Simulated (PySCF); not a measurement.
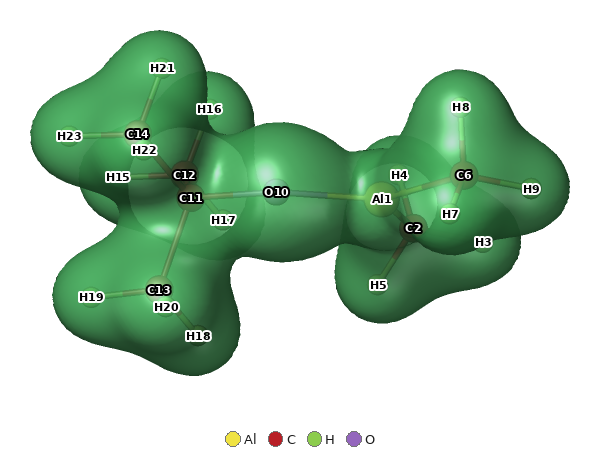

The picture shows: C$_{6}$H$_{15}$AlO (SMILES [CH3][Al]([CH3])[O]C(C)(C)C). Isosurface of the electron density at 0.2 e/Å³ (green), seen from one side.

Geometry: PBE0-D3(BJ)/def2-SVP.

Theory: PySCF, PBE0/pcSseg-1 Al:pcSseg-2, SCF density, gas phase, non-relativistic.

```yaml
atoms:
  - { symbol: Al, position_ang: [0.6754, 1.3096, 0.8139] }
  - { symbol: C, position_ang: [2.5224, 0.6833, 0.9862] }
  - { symbol: H, position_ang: [3.1191, 1.3247, 1.6546] }
  - { symbol: H, position_ang: [3.0275, 0.6734, 0.0048] }
  - { symbol: H, position_ang: [2.5740, -0.3479, 1.3739] }
  - { symbol: C, position_ang: [0.0369, 3.0408, 1.4456] }
  - { symbol: H, position_ang: [-0.8710, 2.9286, 2.0614] }
  - { symbol: H, position_ang: [-0.2440, 3.6840, 0.5940] }
  - { symbol: H, position_ang: [0.7868, 3.5862, 2.0401] }
  - { symbol: O, position_ang: [-0.5129, 0.3476, 0.0595] }
  - { symbol: C, position_ang: [-0.7573, -0.8661, -0.5985] }
  - { symbol: C, position_ang: [0.5078, -1.3582, -1.3020] }
  - { symbol: C, position_ang: [-1.2179, -1.8908, 0.4374] }
  - { symbol: C, position_ang: [-1.8628, -0.6165, -1.6229] }
  - { symbol: H, position_ang: [0.3243, -2.2971, -1.8460] }
  - { symbol: H, position_ang: [0.8572, -0.6067, -2.0277] }
  - { symbol: H, position_ang: [1.3152, -1.5374, -0.5754] }
  - { symbol: H, position_ang: [-0.4258, -2.0623, 1.1833] }
  - { symbol: H, position_ang: [-1.4649, -2.8566, -0.0295] }
  - { symbol: H, position_ang: [-2.1094, -1.5175, 0.9631] }
  - { symbol: H, position_ang: [-1.5358, 0.1409, -2.3512] }
  - { symbol: H, position_ang: [-2.7630, -0.2362, -1.1180] }
  - { symbol: H, position_ang: [-2.1245, -1.5360, -2.1685] }
```

Q: How is the density connected at this value?

A: At this value the surface is in one piece. It bridges the sampled C–O (1.40 Å), C–C (1.53 Å), Al–O (1.70 Å) and C–Al (1.95 Å) contacts, where the density stays above the isovalue. On the grid the lowest density along these lines, outside the cores, is 1.8 e/Å³ (C–O, 1.40 Å), 1.7 e/Å³ (C–C, 1.53 Å), 0.73 e/Å³ (Al–O, 1.70 Å) and 0.65 e/Å³ (C–Al, 1.95 Å).
